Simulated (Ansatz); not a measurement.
# InH2+ (triplet): PBE, r2SCAN over a scan of the distance In1–H2, def2-TZVPP

Aim: run InH2+ (triplet) with these functionals over a scan of the distance In1–H2, and hold them against the top wave-function level at the same points.

Program: Ansatz 0.2.0, Gaussian basis. Level of theory: def2-TZVPP, all electrons in the functionals. These are calculated values, not measurements.

The runs, in order: PBE, r2SCAN, at 1.553 Å; 1.735 Å; 1.966 Å; 2.173 Å; 2.436 Å; 2.692 Å; 3.096 Å; 3.615 Å; 4.288 Å; 5.216 Å; 6.578 Å.

21 further runs of the same task are left out: 15 that didn't finish, 6 set aside as unsound or not needed.

### Step 1. The geometry

The geometry derives from a PBE0/def2-TZVP stationary point (not a proven minimum). One bond is set to the value named and the two fragments are kept rigid. No spin-orbit coupling is included. Elements past krypton take def2 core potentials.

3 atoms, charge 1, spin multiplicity 3.

Atoms are counted from 1 here; the program's logs count them from 0.

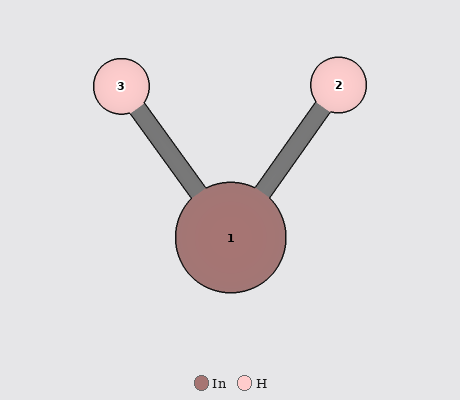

The structure; indium brown, hydrogen pink; atoms are numbered from 1 in the order of the file.

No dispersion term is added.

The geometry shown and the zero of energy belong to the point 1.966 Å. The yardstick, FCI, and other wave-function levels (R restricted, U unrestricted, valence and pair active spaces) come from earlier runs.

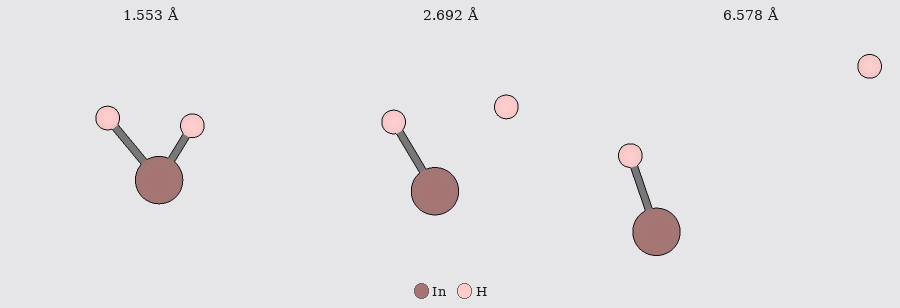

Three points of the scan; sticks are drawn by distance.

### Step 2. PBE, 1.553 Å

The input, in.yaml:

```yaml
crystal:
  periodic: [false, false, false]
  atoms:
    - {symbol: In, position_ang: [0.000000, 0.002073, -0.024702]}
    - {symbol: H, position_ang: [0.000000, 0.905032, 1.238814]}
    - {symbol: H, position_ang: [0.000000, -1.141220, 1.575116]}
basis:
  gaussian: {orbitals: def2-TZVPP}
total_charge: 1
magnetization: {spin_polarized: true, initial_magnetization: 2}
hamiltonian: {xc: {name: PBE}}
output: {orbitals: {seedname: orbitals}}
```

On the command line:

```bash
> ansatz run in.yaml --threads 1 --pin off --events-out ev --progress --plain --max-ram 2393MiB
```

The log of the run:

```text
Functional definition: PBE
  name "PBE"
  cite "Perdew, Burke & Ernzerhof, Phys. Rev. Lett. 77, 3865 (1996) doi:10.1103/PhysRevLett.77.3865"
  parent pbe
  parameter kappa = 0.804
  parameter beta = 0.06672455060314922
  exchange = pbe_x(kappa = kappa, mu = beta*pi^2/3)
  correlation = pbe_c(beta = beta)
506 factors; their error is unknown
mean field evaluation 1: about -5193.4795 eV, gradient 1.6e1 eV
mean field evaluation 2: about -5192.5340 eV, gradient 2.2e1 eV
mean field evaluation 4: about -5194.9449 eV, gradient 6.6e-1 eV
mean field evaluation 8: about -5194.9417 eV, gradient 1.1e-1 eV
mean field evaluation 16: about -5194.9418 eV, gradient 1.8e-5 eV
mean field -5194.94178898 eV, -190.9105894869 hartree, gradient 1.8e-5 eV, S^2 2.006318; 0 other end points of the search recorded, 0 dependent functions left out
reference -5194.94182613 eV, -190.9105908521 hartree; 12, 10 occupied and 66, 68 virtual orbitals, 506 factors
Total energy: -5194.94182613 eV, -190.9105908521 hartree
```

Run time: 1.4 s. Hardware: 1 thread of Arm Neoverse V2, shared host.

From the report: ⟨S²⟩ of the determinant 2.006 (pure triplet: 2.00).

### Step 3. PBE, 1.735 Å

The input, in.yaml:

```yaml
crystal:
  periodic: [false, false, false]
  atoms:
    - {symbol: In, position_ang: [0.000000, 0.001160, -0.025980]}
    - {symbol: H, position_ang: [0.000000, 1.009939, 1.385612]}
    - {symbol: H, position_ang: [0.000000, -1.142133, 1.573838]}
basis:
  gaussian: {orbitals: def2-TZVPP}
total_charge: 1
magnetization: {spin_polarized: true, initial_magnetization: 2}
hamiltonian: {xc: {name: PBE}}
output: {orbitals: {seedname: orbitals}}
```

Same command.

The log of the run:

```text
Functional definition: PBE
  name "PBE"
  cite "Perdew, Burke & Ernzerhof, Phys. Rev. Lett. 77, 3865 (1996) doi:10.1103/PhysRevLett.77.3865"
  parent pbe
  parameter kappa = 0.804
  parameter beta = 0.06672455060314922
  exchange = pbe_x(kappa = kappa, mu = beta*pi^2/3)
  correlation = pbe_c(beta = beta)
506 factors; their error is unknown
mean field evaluation 1: about -5194.0824 eV, gradient 1.4e1 eV
mean field evaluation 2: about -5193.1418 eV, gradient 2.1e1 eV
mean field evaluation 4: about -5195.3648 eV, gradient 6.2e-1 eV
mean field evaluation 8: about -5195.3619 eV, gradient 1.1e-1 eV
mean field evaluation 16: about -5195.3620 eV, gradient 1.6e-5 eV
mean field -5195.36198293 eV, -190.9260313300 hartree, gradient 1.6e-5 eV, S^2 2.008249; 0 other end points of the search recorded, 0 dependent functions left out
reference -5195.36201991 eV, -190.9260326889 hartree; 12, 10 occupied and 66, 68 virtual orbitals, 506 factors
Total energy: -5195.36201991 eV, -190.9260326889 hartree
```

Wall time 1.5 s (1 thread of Arm Neoverse V2, shared host).

From the report: ⟨S²⟩ of the determinant 2.008 (pure triplet: 2.00).

### Step 4. PBE, 1.966 Å

The input, in.yaml:

```yaml
crystal:
  periodic: [false, false, false]
  atoms:
    - {symbol: In, position_ang: [0.000000, 0.000000, -0.027604]}
    - {symbol: H, position_ang: [0.000000, 1.143293, 1.572214]}
    - {symbol: H, position_ang: [0.000000, -1.143293, 1.572214]}
basis:
  gaussian: {orbitals: def2-TZVPP}
total_charge: 1
magnetization: {spin_polarized: true, initial_magnetization: 2}
hamiltonian: {xc: {name: PBE}}
output: {orbitals: {seedname: orbitals}}
```

Launched as before.

The log of the run:

```text
Functional definition: PBE
  name "PBE"
  cite "Perdew, Burke & Ernzerhof, Phys. Rev. Lett. 77, 3865 (1996) doi:10.1103/PhysRevLett.77.3865"
  parent pbe
  parameter kappa = 0.804
  parameter beta = 0.06672455060314922
  exchange = pbe_x(kappa = kappa, mu = beta*pi^2/3)
  correlation = pbe_c(beta = beta)
506 factors; their error is unknown
mean field evaluation 1: about -5194.3320 eV, gradient 1.3e1 eV
mean field evaluation 2: about -5193.4146 eV, gradient 1.9e1 eV
mean field evaluation 4: about -5195.4868 eV, gradient 5.4e-1 eV
mean field evaluation 8: about -5195.4851 eV, gradient 1.1e-1 eV
mean field evaluation 16: about -5195.4852 eV, gradient 9.5e-6 eV
mean field -5195.48519382 eV, -190.9305592464 hartree, gradient 9.5e-6 eV, S^2 2.010437; 0 other end points of the search recorded, 0 dependent functions left out
reference -5195.48523096 eV, -190.9305606114 hartree; 12, 10 occupied and 66, 68 virtual orbitals, 506 factors
Total energy: -5195.48523096 eV, -190.9305606114 hartree
```

Wall time 1.3 s (1 thread of Arm Neoverse V2, shared host).

From the report: ⟨S²⟩ of the determinant 2.010 (pure triplet: 2.00).

### Step 5. PBE, 2.173 Å

The input, in.yaml:

```yaml
crystal:
  periodic: [false, false, false]
  atoms:
    - {symbol: In, position_ang: [0.000000, -0.001037, -0.029054]}
    - {symbol: H, position_ang: [0.000000, 1.262408, 1.738893]}
    - {symbol: H, position_ang: [0.000000, -1.144330, 1.570764]}
basis:
  gaussian: {orbitals: def2-TZVPP}
total_charge: 1
magnetization: {spin_polarized: true, initial_magnetization: 2}
hamiltonian: {xc: {name: PBE}}
output: {orbitals: {seedname: orbitals}}
```

Same command.

The log of the run:

```text
Functional definition: PBE
  name "PBE"
  cite "Perdew, Burke & Ernzerhof, Phys. Rev. Lett. 77, 3865 (1996) doi:10.1103/PhysRevLett.77.3865"
  parent pbe
  parameter kappa = 0.804
  parameter beta = 0.06672455060314922
  exchange = pbe_x(kappa = kappa, mu = beta*pi^2/3)
  correlation = pbe_c(beta = beta)
506 factors; their error is unknown
mean field evaluation 1: about -5194.3128 eV, gradient 1.2e1 eV
mean field evaluation 2: about -5193.3009 eV, gradient 2.0e1 eV
mean field evaluation 4: about -5195.4804 eV, gradient 4.8e-1 eV
mean field evaluation 8: about -5195.4784 eV, gradient 1.1e-1 eV
mean field evaluation 16: about -5195.4785 eV, gradient 2.0e-5 eV
mean field -5195.47849530 eV, -190.9303130806 hartree, gradient 2.0e-5 eV, S^2 2.010897; 0 other end points of the search recorded, 0 dependent functions left out
reference -5195.47853289 eV, -190.9303144618 hartree; 12, 10 occupied and 66, 68 virtual orbitals, 506 factors
Total energy: -5195.47853289 eV, -190.9303144618 hartree
```

Run time: 1.3 s. Hardware: 1 thread of Arm Neoverse V2, shared host.

From the report: ⟨S²⟩ of the determinant 2.011 (pure triplet: 2.00).

From 1.966 Å: +0.007 eV.

### Step 6. PBE, 2.436 Å

The input, in.yaml:

```yaml
crystal:
  periodic: [false, false, false]
  atoms:
    - {symbol: In, position_ang: [0.000000, -0.002356, -0.030900]}
    - {symbol: H, position_ang: [0.000000, 1.414005, 1.951023]}
    - {symbol: H, position_ang: [0.000000, -1.145649, 1.568918]}
basis:
  gaussian: {orbitals: def2-TZVPP}
total_charge: 1
magnetization: {spin_polarized: true, initial_magnetization: 2}
hamiltonian: {xc: {name: PBE}}
output: {orbitals: {seedname: orbitals}}
```

Launched as before.

The log of the run:

```text
Functional definition: PBE
  name "PBE"
  cite "Perdew, Burke & Ernzerhof, Phys. Rev. Lett. 77, 3865 (1996) doi:10.1103/PhysRevLett.77.3865"
  parent pbe
  parameter kappa = 0.804
  parameter beta = 0.06672455060314922
  exchange = pbe_x(kappa = kappa, mu = beta*pi^2/3)
  correlation = pbe_c(beta = beta)
506 factors; their error is unknown
mean field evaluation 1: about -5194.1792 eV, gradient 1.3e1 eV
mean field evaluation 2: about -5192.9336 eV, gradient 2.0e1 eV
mean field evaluation 4: about -5195.4497 eV, gradient 4.3e-1 eV
mean field evaluation 8: about -5195.4486 eV, gradient 1.1e-1 eV
mean field evaluation 16: about -5195.4487 eV, gradient 2.8e-5 eV
mean field -5195.44865044 eV, -190.9292163020 hartree, gradient 2.8e-5 eV, S^2 2.009987; 0 other end points of the search recorded, 0 dependent functions left out
reference -5195.44868890 eV, -190.9292177154 hartree; 12, 10 occupied and 66, 68 virtual orbitals, 506 factors
Total energy: -5195.44868890 eV, -190.9292177154 hartree
```

It took 1.4 s on 1 thread of Arm Neoverse V2, shared host.

From the report: ⟨S²⟩ of the determinant 2.010 (pure triplet: 2.00).

From 1.966 Å: +0.037 eV.

### Step 7. PBE, 2.692 Å

The input, in.yaml:

```yaml
crystal:
  periodic: [false, false, false]
  atoms:
    - {symbol: In, position_ang: [0.000000, -0.003640, -0.032697]}
    - {symbol: H, position_ang: [0.000000, 1.561566, 2.157507]}
    - {symbol: H, position_ang: [0.000000, -1.146933, 1.567121]}
basis:
  gaussian: {orbitals: def2-TZVPP}
total_charge: 1
magnetization: {spin_polarized: true, initial_magnetization: 2}
hamiltonian: {xc: {name: PBE}}
output: {orbitals: {seedname: orbitals}}
```

Same command.

The log of the run:

```text
Functional definition: PBE
  name "PBE"
  cite "Perdew, Burke & Ernzerhof, Phys. Rev. Lett. 77, 3865 (1996) doi:10.1103/PhysRevLett.77.3865"
  parent pbe
  parameter kappa = 0.804
  parameter beta = 0.06672455060314922
  exchange = pbe_x(kappa = kappa, mu = beta*pi^2/3)
  correlation = pbe_c(beta = beta)
506 factors; their error is unknown
mean field evaluation 1: about -5194.0640 eV, gradient 1.3e1 eV
mean field evaluation 2: about -5192.6374 eV, gradient 2.1e1 eV
mean field evaluation 4: about -5195.4193 eV, gradient 4.1e-1 eV
mean field evaluation 8: about -5195.4186 eV, gradient 9.7e-2 eV
mean field evaluation 16: about -5195.4186 eV, gradient 2.5e-5 eV
mean field -5195.41858743 eV, -190.9281115069 hartree, gradient 2.5e-5 eV, S^2 2.009100; 0 other end points of the search recorded, 0 dependent functions left out
reference -5195.41862663 eV, -190.9281129473 hartree; 12, 10 occupied and 66, 68 virtual orbitals, 506 factors
Total energy: -5195.41862663 eV, -190.9281129473 hartree
```

Run time: 1.3 s. Hardware: 1 thread of Arm Neoverse V2, shared host.

From the report: ⟨S²⟩ of the determinant 2.009 (pure triplet: 2.00).

From 1.966 Å: +0.067 eV.

### Step 8. PBE, 3.096 Å

The input, in.yaml:

```yaml
crystal:
  periodic: [false, false, false]
  atoms:
    - {symbol: In, position_ang: [0.000000, -0.005666, -0.035533]}
    - {symbol: H, position_ang: [0.000000, 1.794437, 2.483365]}
    - {symbol: H, position_ang: [0.000000, -1.148959, 1.564285]}
basis:
  gaussian: {orbitals: def2-TZVPP}
total_charge: 1
magnetization: {spin_polarized: true, initial_magnetization: 2}
hamiltonian: {xc: {name: PBE}}
output: {orbitals: {seedname: orbitals}}
```

Launched as before.

The log of the run:

```text
Functional definition: PBE
  name "PBE"
  cite "Perdew, Burke & Ernzerhof, Phys. Rev. Lett. 77, 3865 (1996) doi:10.1103/PhysRevLett.77.3865"
  parent pbe
  parameter kappa = 0.804
  parameter beta = 0.06672455060314922
  exchange = pbe_x(kappa = kappa, mu = beta*pi^2/3)
  correlation = pbe_c(beta = beta)
506 factors; their error is unknown
mean field evaluation 1: about -5193.9572 eV, gradient 1.3e1 eV
mean field evaluation 2: about -5192.4063 eV, gradient 2.2e1 eV
mean field evaluation 4: about -5195.3713 eV, gradient 3.9e-1 eV
mean field evaluation 8: about -5195.3702 eV, gradient 1.1e-1 eV
mean field evaluation 16: about -5195.3703 eV, gradient 5.8e-5 eV
mean field -5195.37026536 eV, -190.9263357035 hartree, gradient 5.8e-5 eV, S^2 2.008516; 0 other end points of the search recorded, 0 dependent functions left out
reference -5195.37030552 eV, -190.9263371795 hartree; 12, 10 occupied and 66, 68 virtual orbitals, 506 factors
Total energy: -5195.37030552 eV, -190.9263371795 hartree
```

It took 1.2 s on 1 thread of Arm Neoverse V2, shared host.

From the report: ⟨S²⟩ of the determinant 2.009 (pure triplet: 2.00).

From 1.966 Å: +0.115 eV.

### Step 9. PBE, 3.615 Å

The input, in.yaml:

```yaml
crystal:
  periodic: [false, false, false]
  atoms:
    - {symbol: In, position_ang: [0.000000, -0.008270, -0.039176]}
    - {symbol: H, position_ang: [0.000000, 2.093595, 2.901979]}
    - {symbol: H, position_ang: [0.000000, -1.151563, 1.560642]}
basis:
  gaussian: {orbitals: def2-TZVPP}
total_charge: 1
magnetization: {spin_polarized: true, initial_magnetization: 2}
hamiltonian: {xc: {name: PBE}}
output: {orbitals: {seedname: orbitals}}
```

The command is unchanged.

The log of the run:

```text
Functional definition: PBE
  name "PBE"
  cite "Perdew, Burke & Ernzerhof, Phys. Rev. Lett. 77, 3865 (1996) doi:10.1103/PhysRevLett.77.3865"
  parent pbe
  parameter kappa = 0.804
  parameter beta = 0.06672455060314922
  exchange = pbe_x(kappa = kappa, mu = beta*pi^2/3)
  correlation = pbe_c(beta = beta)
506 factors; their error is unknown
mean field evaluation 1: about -5193.8922 eV, gradient 1.3e1 eV
mean field evaluation 2: about -5192.3249 eV, gradient 2.2e1 eV
mean field evaluation 4: about -5195.3217 eV, gradient 3.9e-1 eV
mean field evaluation 8: about -5195.3205 eV, gradient 1.4e-2 eV
mean field evaluation 16: about -5195.3205 eV, gradient 9.2e-6 eV
mean field -5195.32049335 eV, -190.9245066159 hartree, gradient 9.2e-6 eV, S^2 2.008381; 0 other end points of the search recorded, 0 dependent functions left out
reference -5195.32053577 eV, -190.9245081750 hartree; 12, 10 occupied and 66, 68 virtual orbitals, 506 factors
Total energy: -5195.32053577 eV, -190.9245081750 hartree
```

Wall time 1.2 s (1 thread of Arm Neoverse V2, shared host).

From the report: ⟨S²⟩ of the determinant 2.008 (pure triplet: 2.00).

From 1.966 Å: +0.165 eV.

### Step 10. PBE, 4.288 Å

The input, in.yaml:

```yaml
crystal:
  periodic: [false, false, false]
  atoms:
    - {symbol: In, position_ang: [0.000000, -0.011646, -0.043899]}
    - {symbol: H, position_ang: [0.000000, 2.481521, 3.444806]}
    - {symbol: H, position_ang: [0.000000, -1.154939, 1.555919]}
basis:
  gaussian: {orbitals: def2-TZVPP}
total_charge: 1
magnetization: {spin_polarized: true, initial_magnetization: 2}
hamiltonian: {xc: {name: PBE}}
output: {orbitals: {seedname: orbitals}}
```

Launched as before.

The log of the run:

```text
Functional definition: PBE
  name "PBE"
  cite "Perdew, Burke & Ernzerhof, Phys. Rev. Lett. 77, 3865 (1996) doi:10.1103/PhysRevLett.77.3865"
  parent pbe
  parameter kappa = 0.804
  parameter beta = 0.06672455060314922
  exchange = pbe_x(kappa = kappa, mu = beta*pi^2/3)
  correlation = pbe_c(beta = beta)
506 factors; their error is unknown
mean field evaluation 1: about -5193.8585 eV, gradient 1.3e1 eV
mean field evaluation 2: about -5192.3235 eV, gradient 2.1e1 eV
mean field evaluation 4: about -5195.2845 eV, gradient 3.9e-1 eV
mean field evaluation 8: about -5195.2836 eV, gradient 1.3e-2 eV
mean field evaluation 16: about -5195.2836 eV, gradient 2.7e-5 eV
mean field -5195.28358043 eV, -190.9231500913 hartree, gradient 2.7e-5 eV, S^2 2.008376; 0 other end points of the search recorded, 0 dependent functions left out
reference -5195.28362680 eV, -190.9231517951 hartree; 12, 10 occupied and 66, 68 virtual orbitals, 506 factors
Total energy: -5195.28362680 eV, -190.9231517951 hartree
```

Run time: 1.4 s. Hardware: 1 thread of Arm Neoverse V2, shared host.

From the report: ⟨S²⟩ of the determinant 2.008 (pure triplet: 2.00).

From 1.966 Å: +0.202 eV.

### Step 11. PBE, 5.216 Å

The input, in.yaml:

```yaml
crystal:
  periodic: [false, false, false]
  atoms:
    - {symbol: In, position_ang: [0.000000, -0.016300, -0.050413]}
    - {symbol: H, position_ang: [0.000000, 3.016432, 4.193311]}
    - {symbol: H, position_ang: [0.000000, -1.159593, 1.549405]}
basis:
  gaussian: {orbitals: def2-TZVPP}
total_charge: 1
magnetization: {spin_polarized: true, initial_magnetization: 2}
hamiltonian: {xc: {name: PBE}}
output: {orbitals: {seedname: orbitals}}
```

The command is unchanged.

The log of the run:

```text
Functional definition: PBE
  name "PBE"
  cite "Perdew, Burke & Ernzerhof, Phys. Rev. Lett. 77, 3865 (1996) doi:10.1103/PhysRevLett.77.3865"
  parent pbe
  parameter kappa = 0.804
  parameter beta = 0.06672455060314922
  exchange = pbe_x(kappa = kappa, mu = beta*pi^2/3)
  correlation = pbe_c(beta = beta)
506 factors; their error is unknown
mean field evaluation 1: about -5193.8508 eV, gradient 1.3e1 eV
mean field evaluation 2: about -5192.3490 eV, gradient 2.1e1 eV
mean field evaluation 4: about -5195.2641 eV, gradient 3.9e-1 eV
mean field evaluation 8: about -5195.2632 eV, gradient 1.3e-2 eV
mean field evaluation 16: about -5187.0823 eV, gradient 6.8e0 eV
mean field -5195.26324807 eV, -190.9224028908 hartree, gradient 2.7e-5 eV, S^2 2.008393; 0 other end points of the search recorded, 0 dependent functions left out
reference -5195.26329680 eV, -190.9224046815 hartree; 12, 10 occupied and 66, 68 virtual orbitals, 506 factors
Total energy: -5195.26329680 eV, -190.9224046815 hartree
```

It took 1.4 s on 1 thread of Arm Neoverse V2, shared host.

From the report: ⟨S²⟩ of the determinant 2.008 (pure triplet: 2.00).

From 1.966 Å: +0.222 eV.

### Step 12. PBE, 6.578 Å

The input, in.yaml:

```yaml
crystal:
  periodic: [false, false, false]
  atoms:
    - {symbol: In, position_ang: [0.000000, -0.023132, -0.059973]}
    - {symbol: H, position_ang: [0.000000, 3.801506, 5.291870]}
    - {symbol: H, position_ang: [0.000000, -1.166425, 1.539845]}
basis:
  gaussian: {orbitals: def2-TZVPP}
total_charge: 1
magnetization: {spin_polarized: true, initial_magnetization: 2}
hamiltonian: {xc: {name: PBE}}
output: {orbitals: {seedname: orbitals}}
```

The command is unchanged.

The log of the run:

```text
Functional definition: PBE
  name "PBE"
  cite "Perdew, Burke & Ernzerhof, Phys. Rev. Lett. 77, 3865 (1996) doi:10.1103/PhysRevLett.77.3865"
  parent pbe
  parameter kappa = 0.804
  parameter beta = 0.06672455060314922
  exchange = pbe_x(kappa = kappa, mu = beta*pi^2/3)
  correlation = pbe_c(beta = beta)
506 factors; their error is unknown
mean field evaluation 1: about -5193.8580 eV, gradient 1.3e1 eV
mean field evaluation 2: about -5192.3787 eV, gradient 2.1e1 eV
mean field evaluation 4: about -5195.2567 eV, gradient 3.9e-1 eV
mean field evaluation 8: about -5195.2558 eV, gradient 1.3e-2 eV
mean field evaluation 16: about -5187.0141 eV, gradient 6.6e0 eV
mean field -5195.25578952 eV, -190.9221287941 hartree, gradient 2.9e-5 eV, S^2 2.008405; 0 other end points of the search recorded, 0 dependent functions left out
reference -5195.25583939 eV, -190.9221306267 hartree; 12, 10 occupied and 66, 68 virtual orbitals, 506 factors
Total energy: -5195.25583939 eV, -190.9221306267 hartree
```

Run time: 1.1 s. Hardware: 1 thread of Arm Neoverse V2, shared host.

From the report: ⟨S²⟩ of the determinant 2.008 (pure triplet: 2.00).

From 1.966 Å: +0.229 eV.

### Step 13. r2SCAN, 1.553 Å

The input, in.yaml:

```yaml
crystal:
  periodic: [false, false, false]
  atoms:
    - {symbol: In, position_ang: [0.000000, 0.002073, -0.024702]}
    - {symbol: H, position_ang: [0.000000, 0.905032, 1.238814]}
    - {symbol: H, position_ang: [0.000000, -1.141220, 1.575116]}
basis:
  gaussian: {orbitals: def2-TZVPP}
total_charge: 1
magnetization: {spin_polarized: true, initial_magnetization: 2}
hamiltonian: {xc: {name: r2SCAN}}
output: {forces: true}
```

The command is unchanged.

The log of the run, shortened:

```text
Functional definition: r2SCAN
  name "r2SCAN"
  cite "Furness, Kaplan, Ning, Perdew & Sun, J. Phys. Chem. Lett. 11, 8208 (2020) doi:10.1021/acs.jpclett.0c02405"
  cite "Furness, Kaplan, Ning, Perdew & Sun, J. Phys. Chem. Lett. 11, 9248 (2020) doi:10.1021/acs.jpclett.0c03077"
  parent r2scan
[...]
506 factors; their error is unknown
[...]
mean field -5197.00577598 eV, -190.9864396102 hartree, gradient 1.7e-5 eV, S^2 2.013874; 0 other end points of the search recorded, 0 dependent functions left out
[...]
reference -5197.00578795 eV, -190.9864400500 hartree; 12, 10 occupied and 66, 68 virtual orbitals, 506 factors
Total energy: -5197.00578795 eV, -190.9864400500 hartree
Atom 0 at     0.000000     0.002073    -0.024702 Å, force    -0.000000    -1.920207    -3.160298 eV/Å
Atom 1 at     0.000000     0.905032     1.238814 Å, force     0.000000     2.127297     2.917389 eV/Å
Atom 2 at     0.000000    -1.141220     1.575116 Å, force     0.000000    -0.207091     0.242910 eV/Å
Dipole moment:    -0.000000    -0.057850     0.156625 e Å
```

It took 3.7 s on 1 thread of Arm Neoverse V2, shared host.

From the report: ⟨S²⟩ of the determinant 2.014 (pure triplet: 2.00).

[end of part 1 of 2]
